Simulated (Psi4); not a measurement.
## Excited-state calculation, with input and output: GaNH2F2

GaNH2F2, SMILES [NH2][Ga]([F])[F], computed with TDDFT (CAM-B3LYP)/def2-SVP, RKS (Psi4 1.11).

The geometry comes from this level: PBE0-D4/def2-TZVP.

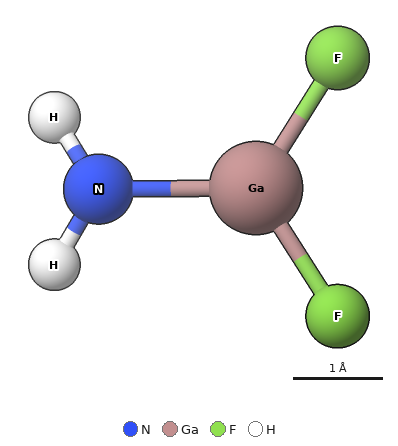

Fig. 1: The input geometry (ball-and-stick view, seen at a tilt). Sticks mark near contacts.

## Input (calc.inp)
```python
memory 1.6 GB

molecule m {
  0 1
  N     -0.297500     0.963700    -0.172700
  Ga     0.284200    -0.715300     0.042000
  F      1.685000    -1.101600     0.997700
  F     -0.455300    -2.067700    -0.763400
  H      0.025100     1.704800     0.425700
  H     -1.199500     1.152100    -0.575400
  symmetry c1
}

set {
  basis def2-SVP
  puream true
  scf_type pk
  dft_radial_points 99
  dft_spherical_points 590
  save_jk true
}

from psi4.driver.procrouting.response.scf_response import tdscf_excitations
energy_value, wavefunction = energy("cam-b3lyp", return_wfn=True)
states = tdscf_excitations(wavefunction, states=5, tda=False)
```

Run as:
```bash
psi4 -n 1 calc.inp calc.out
```

## Output
```
Psi4 1.11 release

   => Loading Basis Set <=

    Name: DEF2-SVP
    Role: ORBITAL
    Keyword: BASIS

         ---------------------------------------------------------
                                   SCF
                              RKS Reference
                        1 Threads,   1525 MiB Core
         ---------------------------------------------------------

  ==> Geometry <==

    Molecular point group: c1
    Full point group: C1

    Geometry (in Angstrom), charge = 0, multiplicity = 1:

       Center              X                  Y                   Z               Mass
    ------------   -----------------  -----------------  -----------------  -----------------
         N           -0.603349540411     1.721299217554    -0.211555984767    14.003074004430
         GA          -0.021649540411     0.042299217554     0.003144015233    68.925573500000
         F            1.379150459589    -0.344000782446     0.958844015233    18.998403162730
         F           -0.761149540411    -1.310100782446    -0.802255984767    18.998403162730
         H           -0.280749540411     2.462399217554     0.386844015233     1.007825032230
         H           -1.505349540411     1.909699217554    -0.614255984767     1.007825032230

  Running in c1 symmetry.

  Rotational constants: A =      0.20229  B =      0.19051  C =      0.09820 [cm^-1]
  Rotational constants: A =   6064.50525  B =   5711.32641  C =   2943.94754 [MHz]
  Nuclear repulsion =  296.371046276479149

  Charge       = 0
  Multiplicity = 1
  Electrons    = 58
  Nalpha       = 29
  Nbeta        = 29

  ==> Algorithm <==

  SCF Algorithm Type is PK.
  DIIS enabled.
  MOM disabled.
  Fractional occupation disabled.
  Guess Type is SAD.
  Energy threshold   = 1.00e-06
  Density threshold  = 1.00e-06
  Integral threshold = 1.00e-12

  ==> Primary Basis <==

  Basis Set: DEF2-SVP
    Blend: DEF2-SVP
    Number of shells: 36
    Number of basis functions: 84
    Number of Cartesian functions: 90
    Spherical Harmonics?: true
    Max angular momentum: 2

  ==> DFT Potential <==

   => LibXC <=

    Version 7.1.2

   => Composite Functional: CAM-B3LYP <=

    CAM-B3LYP Hyb-GGA Exchange-Correlation Functional

    Deriv               =              1
    GGA                 =           TRUE
    Meta                =          FALSE

    Exchange Hybrid     =           TRUE
    MP2 Hybrid          =          FALSE

   => Exchange Functionals <=

    0.3500         Becke 88 [omega = 0.3300]
    0.4600   Short-range recipe for B88 functional - erf [omega = 0.3300]

   => Exact (HF) Exchange <=

    0.4600            HF,LR [omega = 0.3300]
    0.1900               HF

   => Correlation Functionals <=

    0.1900   Vosko, Wilk & Nusair (VWN5)
    0.8100   Lee, Yang & Parr

   => LibXC Density Thresholds  <==

    XC_HYB_GGA_XC_CAM_B3LYP:  1.00E-14

   => Molecular Quadrature <=

    Radial Scheme          =       TREUTLER
    Pruning Scheme         =           NONE
    Nuclear Scheme         =       TREUTLER

    Blocking Scheme        =         OCTREE
    BS radius alpha        =              1
    Pruning alpha          =              1
    Radial Points          =             99
    Spherical Points       =            590
    Total Points           =         335522
    Total Blocks           =           2444
    Max Points             =            256
    Max Functions          =             82
    Weights Tolerance      =       1.00E-15

  ==> Integral Setup <==

  Using in-core PK algorithm.
   Calculation information:
      Number of atoms:                   6
      Number of AO shells:              36
      Number of primitives:             76
      Number of atomic orbitals:        90
      Number of basis functions:        84

      Integral cutoff                 1.00e-12
      Number of threads:                 1

  Performing in-core PK
  Using 19122705 doubles for integral storage.
  We computed 194660 shell quartets total.
  Whereas there are 222111 unique shell quartets.

  Computing range-separated integrals for PK
  We computed 194660 wK shell quartets total.
  Whereas there are 222111 wK unique shell quartets.

  ==> DiskJK: Disk-Based J/K Matrices <==

    J tasked:                  Yes
    K tasked:                  Yes
    wK tasked:                 Yes
    Omega:               3.300E-01
    Memory [MiB]:              572
    Schwarz Cutoff:          1E-12

  Cached 100.0% of DFT collocation blocks in 0.559 [GiB].

  Minimum eigenvalue in the overlap matrix is 2.1133504565E-02.
  Reciprocal condition number of the overlap matrix is 4.5246648606E-03.
    Using symmetric orthogonalization.

  ==> Pre-Iterations <==

  SCF Guess: Superposition of Atomic Densities via on-the-fly atomic UHF (no occupation information).

   -------------------------
    Irrep   Nso     Nmo
   -------------------------
     A         84      84
   -------------------------
    Total      84      84
   -------------------------

  ==> Iterations <==

                        Total Energy        Delta E     RMS |[F,P]|

   @RKS iter SAD: -2176.30843645980440   -2.17631e+03   0.00000e+00
   @RKS iter   1: -2178.65125951748450   -2.34282e+00   2.95174e-02 DIIS/ADIIS
   @RKS iter   2: -2172.54834541995115    6.10291e+00   7.74199e-02 DIIS/ADIIS
   @RKS iter   3: -2180.03525100084971   -7.48691e+00   1.11151e-02 DIIS/ADIIS
   @RKS iter   4: -2180.19162874803033   -1.56378e-01   1.56907e-03 DIIS/ADIIS
   @RKS iter   5: -2180.19822204933962   -6.59330e-03   6.82051e-04 DIIS/ADIIS
   @RKS iter   6: -2180.19932301573044   -1.10097e-03   1.41713e-04 DIIS/ADIIS
   @RKS iter   7: -2180.19936696436298   -4.39486e-05   4.49131e-05 DIIS
   @RKS iter   8: -2180.19937189248367   -4.92812e-06   8.57696e-06 DIIS
   @RKS iter   9: -2180.19937209105410   -1.98570e-07   1.19525e-06 DIIS
   @RKS iter  10: -2180.19937209813224   -7.07814e-09   2.03870e-07 DIIS
  Energy and wave function converged.

  ==> Post-Iterations <==

   Electrons on quadrature grid:
      Ntotal   =   58.0000038212 ; deviation = 3.821e-06

    Orbital Energies [Eh]
    ---------------------

    Doubly Occupied:

       1A   -372.622276     2A    -45.998254     3A    -40.768019
       4A    -40.762988     5A    -40.762338     6A    -24.720553
       7A    -24.720540     8A    -14.408520     9A     -5.607220
      10A     -3.900855    11A     -3.891620    12A     -3.889456
      13A     -1.196027    14A     -1.190500    15A     -0.971907
      16A     -0.949462    17A     -0.947800    18A     -0.944442
      19A     -0.935513    20A     -0.900594    21A     -0.575108
      22A     -0.566276    23A     -0.495646    24A     -0.485068
      25A     -0.470534    26A     -0.450015    27A     -0.444573
      28A     -0.442949    29A     -0.350568

    Virtual:

      30A     -0.000201    31A      0.039253    32A      0.102499
      33A      0.116929    34A      0.161365    35A      0.192074
      36A      0.204856    37A      0.296385    38A      0.376866
      39A      0.416527    40A      0.469548    41A      0.487253
      42A      0.514994    43A      0.617637    44A      0.630141
      45A      0.770486    46A      0.833745    47A      0.850326
      48A      0.935250    49A      0.950836    50A      1.048514
      51A      1.288746    52A      1.329834    53A      1.347399
      54A      1.356710    55A      1.358887    56A      1.435838
      57A      1.491276    58A      1.663288    59A      1.780934
      60A      1.795253    61A      1.830346    62A      1.843360
      63A      2.061191    64A      2.067290    65A      2.080588
      66A      2.081519    67A      2.157048    68A      2.238000
      69A      2.246401    70A      2.639383    71A      2.662787
      72A      2.874512    73A      3.175262    74A      3.177379
      75A      3.178508    76A      3.183050    77A      3.201281
      78A      3.224748    79A      3.225498    80A      3.233586
      81A      3.334944    82A      3.372444    83A      3.506590
      84A      3.671803

    Final Occupation by Irrep:
              A
    DOCC [    29 ]
    NA   [    29 ]
    NB   [    29 ]

  @RKS Final Energy: -2180.19937209813224

   => Energetics <=

    Nuclear Repulsion Energy =            296.3710462764791487
    One-Electron Energy =               -3629.3150964382939492
    Two-Electron Energy =                1232.6424393325796700
    DFT Exchange-Correlation Energy =     -79.8977612688970709
    Empirical Dispersion Energy =           0.0000000000000000
    VV10 Nonlocal Energy =                  0.0000000000000000
    Total Energy =                      -2180.1993720981322440

Computation Completed

Properties will be evaluated at   0.000000,   0.000000,   0.000000 [a0]

Properties computed using the SCF density matrix

 Multipole Moments:

 ------------------------------------------------------------------------------------
     Multipole            Electronic (a.u.)      Nuclear  (a.u.)        Total (a.u.)
 ------------------------------------------------------------------------------------

 L = 1.  Multiply by 2.5417464519 to convert [e a0] to [Debye]
 Dipole X            :          1.5221630           -2.1139862           -0.5918233
 Dipole Y            :         -4.1953949            5.3773189            1.1819240
 Dipole Z            :          0.4526169           -0.3808689            0.0717481
 Magnitude           :                                                    1.3237624

 ------------------------------------------------------------------------------------

	total time  =          7 seconds =       0.12 minutes

******************************************************************************************
**********                               WARNING                                **********
**********       The names of excited state variables changed between 1.5       **********
**********     and 1.6. For a quick solution, remove the symmetry specifier     **********
**********   from the variable name. For full details, see 'Notes on Psivars'   **********
**********                        in the documentation.                         **********
******************************************************************************************

         ---------------------------------------------------------
                         TDSCF excitation energies
         ---------------------------------------------------------

  ==> Options <==

     Residual threshold  : 1.0000e-04
     Initial guess       : denominators
     Reference           : RHF
     Solver type         : RPA (Hamiltonian)

  ==> Requested Excitations <==

      5 singlet states with A symmetry

  ==> Seeking the lowest 5 singlet states with A symmetry

                        Generalized Hamiltonian Solver

  ==> Options <==

    Max number of iterations        = 60
    Eigenvector tolerance           = 1.0000e-04
    Max number of expansion vectors = 1000

  => Iterations <=
                              Max[D[value]]     Max[|R|]   # vectors
  HamiltonianSolver iter   1:   3.08675e-01  1.99902e-01     20
  HamiltonianSolver iter   2:   1.20945e-02  5.81471e-02     30
  HamiltonianSolver iter   3:   6.88511e-04  1.81643e-02     40
  HamiltonianSolver iter   4:   5.26850e-05  6.73448e-03     50
  HamiltonianSolver iter   5:   1.55395e-05  2.87244e-03     60
  HamiltonianSolver iter   6:   1.40049e-06  8.35706e-04     70
  HamiltonianSolver iter   7:   8.73677e-08  2.31959e-04     76
  HamiltonianSolver iter   8:   5.00809e-09  7.24022e-05     78      Converged

******************************************************************************************
**********                               WARNING                                **********
**********  Length-gauge rotatory strengths are **NOT** gauge-origin invariant  **********
******************************************************************************************

                                    Excitation Energy         Total Energy        Oscillator Strength             Rotatory Strength
     #   Sym: GS->ES (Trans)        au              eV              au          au (length)    au (velocity)    au (length)    au (velocity)
    ---- -------------------- --------------- --------------- --------------- --------------- --------------- --------------- ---------------
     1        A->A (1 A)       0.21207         5.77076        -2179.98730      0.0362          0.0559          0.0001          0.0002
     2        A->A (1 A)       0.27314         7.43253        -2179.92623      0.0420          0.0146          0.0003          0.0002
     3        A->A (1 A)       0.29725         8.08867        -2179.90212      0.0229          0.0324          0.0001          0.0002
     4        A->A (1 A)       0.29927         8.14368        -2179.90010      0.0026          0.0030          0.0002          0.0002
     5        A->A (1 A)       0.30451         8.28623        -2179.89486      0.0357          0.0846         -0.0002         -0.0005

Contributing excitations and de-excitations
Only contributions with abs(coeff) > 1.00e-01 will be printed:

Excited State    1 (1 A):   0.21207 au   214.85 nm f = 0.0362
  Sums of squares: Xssq =  1.001604e+00; Yssq =  1.603619e-03; Xssq - Yssq =  1.000000e+00
     29a  ->  30a     0.983668 (96.760%)
     29a  ->  31a     0.114078 ( 1.301%)

Excited State    2 (1 A):   0.27314 au   166.81 nm f = 0.0420
  Sums of squares: Xssq =  1.003916e+00; Yssq =  3.915692e-03; Xssq - Yssq =  1.000000e+00
     28a  ->  30a    -0.356510 (12.710%)
     29a  ->  31a     0.912840 (83.328%)

Excited State    3 (1 A):   0.29725 au   153.28 nm f = 0.0229
  Sums of squares: Xssq =  1.000539e+00; Yssq =  5.385259e-04; Xssq - Yssq =  1.000000e+00
     24a  ->  30a     0.120276 ( 1.447%)
     26a  ->  30a     0.257484 ( 6.630%)
     27a  ->  30a     0.926497 (85.840%)
     27a  ->  32a    -0.135201 ( 1.828%)
     28a  ->  33a     0.125955 ( 1.586%)

Excited State    4 (1 A):   0.29927 au   152.25 nm f = 0.0026
  Sums of squares: Xssq =  1.000439e+00; Yssq =  4.392985e-04; Xssq - Yssq =  1.000000e+00
     25a  ->  33a     0.117283 ( 1.376%)
     26a  ->  30a     0.929399 (86.378%)
     26a  ->  32a    -0.160137 ( 2.564%)
     27a  ->  30a    -0.250186 ( 6.259%)
     29a  ->  33a    -0.114388 ( 1.308%)

Excited State    5 (1 A):   0.30451 au   149.63 nm f = 0.0357
  Sums of squares: Xssq =  1.000758e+00; Yssq =  7.578187e-04; Xssq - Yssq =  1.000000e+00
     25a  ->  30a    -0.174007 ( 3.028%)
     28a  ->  30a    -0.197324 ( 3.894%)
     29a  ->  32a    -0.931517 (86.772%)
     29a  ->  35a    -0.172062 ( 2.961%)

******************************************************************************************
**********                               WARNING                                **********
**********       The names of excited state variables changed between 1.5       **********
**********     and 1.6. For a quick solution, remove the symmetry specifier     **********
**********   from the variable name. For full details, see 'Notes on Psivars'   **********
**********                        in the documentation.                         **********
******************************************************************************************

    Psi4 run time: 0:00:35.94
```

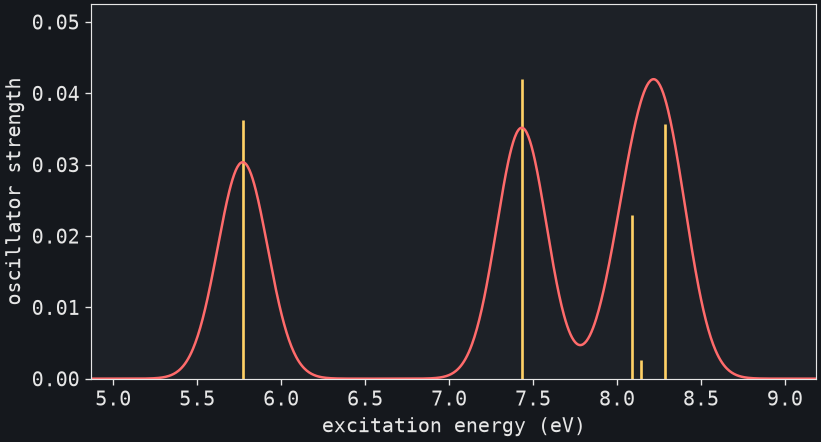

Fig. 2: Computed excitations as sticks (degenerate states added up, dark ones marked on the axis), with a Gaussian envelope of 0.35 eV full width at half maximum, scaled to the tallest. Of the 5 states the lowest lies at 5.77 eV (f = 0.036); the strongest line is at 7.43 eV, or 167 nm (f = 0.042).

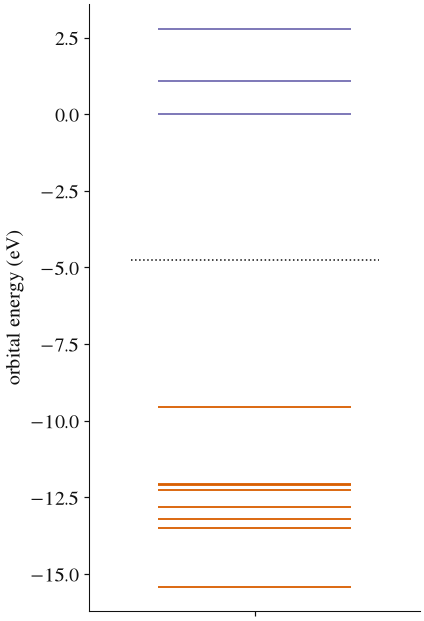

Fig. 3: Orbital energies near the frontier; the dotted line parts filled from empty levels, and levels within 0.02 eV of each other stand side by side. Highest filled −9.54 eV, lowest empty −0.01 eV, 9.53 eV apart.

## Summary

- outcome: converged
- total energy: −2180.199372 hartree
- basis functions: 84
- HOMO: −9.54 eV
- LUMO: −0.01 eV
- dipole moment: 3.36 D
- lowest excitation: 5.77 eV
- hardware: 1 thread of AMD EPYC (Zen 5), 16 GiB of memory available, shared host
- wall time: 37 s
- peak memory: 0.96 GiB
